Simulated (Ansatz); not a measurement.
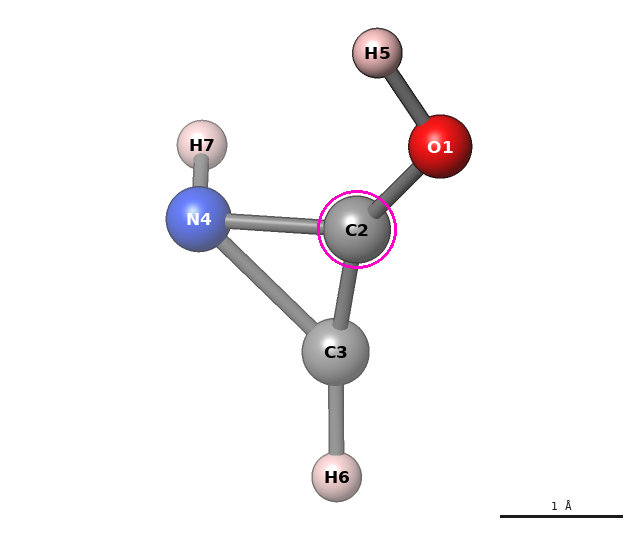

Orthographic view. Distant atoms are faded towards the background colour. The computed structure is the end point of a PBE0-D4/def2-TZVP optimisation.

Question: Which atoms are bonded to the circled atom?

Answer: The circled atom is C2; it is bonded to O1, C3, N4.

Question: Of O1 and C2, which is nearer the viewer?

Answer: O1; the bond to C2 points away from the viewer, so it looks shorter than its 1.31 Å.

Question: Which two atoms are farthest apart in space?

Answer: H5 and H6, 4.14 Å.
